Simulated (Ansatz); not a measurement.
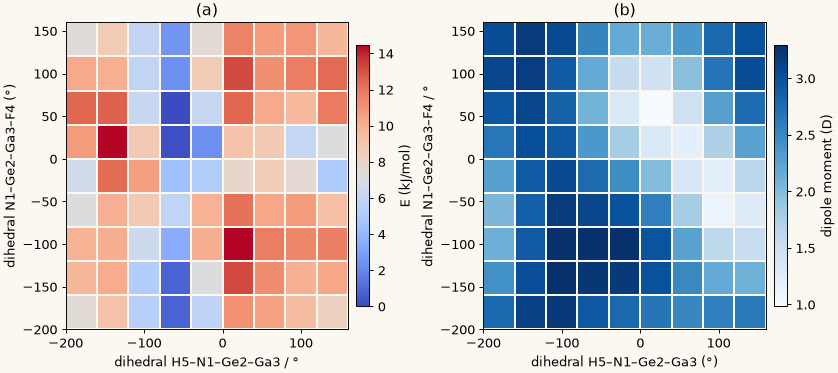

FGaGeH₅N, SMILES [NH2][GeH2][GaH][F]. 
- The first coordinate is: dihedral H5–N1–Ge2–Ga3; the second: dihedral N1–Ge2–Ga3–F4.
- Nothing is relaxed (all other coordinates rigid).
- The scan uses a 9 × 9 grid.
- Points are written as (first, second).
- Energies are in kJ/mol, from the lowest grid point.
- These are results of RKS wB97X-V/def2-SVP (Ansatz 0.2.0), not measurements.

Panel (a) is the energy and panel (b) the computed dipole moment on the same grid.

Drawn: one coloured cell a grid point.

How does the dipole moment vary over the map, and what is it at the lowest grid point?

Answer. Leaving out the highest fifth of the energies, it runs from 1.12 D at (100°, −60°) to 3.29 D at (−100°, −140°). At the lowest grid point, (−60°, 60°), it is 2.09 D.
